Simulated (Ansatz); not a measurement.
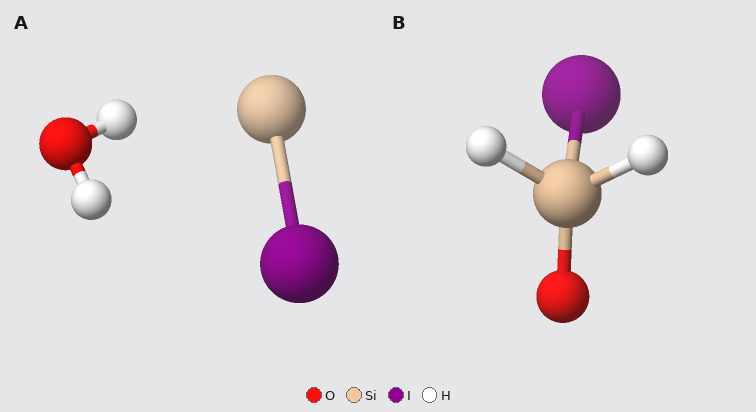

2 stationary structures of one formula. Charge −1, singlet. Geometries: PBE0-D4/def2-TZVPD. Electronic energies: ωB97M-V/def2-TZVPPD (Ansatz 0.2.0), without zero-point energy. No frequency run is at hand to confirm each as a minimum.

### Which is lowest in energy, and by how much?

B is lowest (Cs); A lies 3.467 eV above it (Cs).
